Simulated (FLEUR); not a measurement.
# Converging the k-point mesh at a smearing width of 0.05 eV: W (Im-3m, 1 atom in the cell)

```
CELL_PARAMETERS angstrom
     -1.57210     1.57210     1.57210
      1.57210    -1.57210     1.57210
      1.57210     1.57210    -1.57210
ATOMIC_POSITIONS crystal
  W  0.00000 0.00000 0.00000
```

Level of theory: PBE, all-electron FLAPW (FLEUR), scalar-relativistic valence.

Base settings: Kmax = 4.2 1/bohr; GmaxXC = 16.8 1/bohr; xcFunctional = pbe; jspins = 1; l_soc = F; mode = hist; fermiSmearingEnergy = 0.00367493 Htr; mesh (inpgen div1-3) = 9 9 9; inpgen gamma flag = false; Gmax = 16.8 1/bohr.

In this ladder: fermiSmearingEnergy = 0.00183747 Htr. Moved along: kpt_gamma.

The second cell is the first with its lattice scaled by 0.98.

Only quantities that move along the ladder and can be compared are tabulated.

Core times come from one kind of shared machine, to one figure; runs under 30 s give none.

The starting cell has typed, rounded lattice constants, without a prior relaxation at this level. Its lattice was rescaled by up to half a per cent. Spin polarisation is off. Values depend on the basis (sphere radii, cutoffs, local orbitals), which need not be converged.

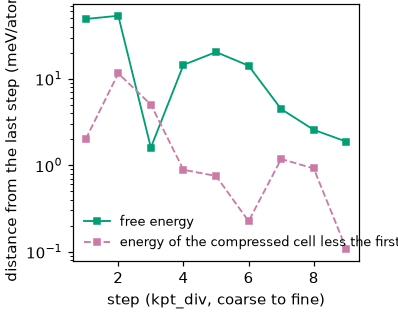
Figure. Distance from the last step along the ladder; very small values are drawn at a floor.

| kpt_div | free energy less the last step's (meV/atom) | energy of the compressed cell less the first (meV/atom) | core time / last (rough) |
|---|---|---|---|
| 5 5 5 | -49.16 | 145.07 | – |
| 6 6 6 | -53.56 | 131.52 | – |
| 8 8 8 | 1.60 | 148.10 | – |
| 9 9 9 | -14.47 | 142.18 | – |
| 11 11 11 | 20.37 | 143.82 | – |
| 13 13 13 | -14.18 | 142.84 | – |
| 16 16 16 | -4.47 | 141.89 | 0.3 |
| 19 19 19 | -2.57 | 142.15 | 0.4 |
| 24 24 24 | -1.88 | 142.96 | 0.8 |
| 29 29 29 | 0.00 | 143.07 | 1 |

Coarsest kpt_div that holds the energy of the compressed cell less the first within 1 meV/atom of the last step, with all finer ones: 19 19 19, at about 0.4 of the last step's time; the step before is off by 1.2 meV/atom.

State of the free energy at the end of the ladder: still drifting one way, by 2.6 meV/atom over the last two steps, so the last step is no safe reference.
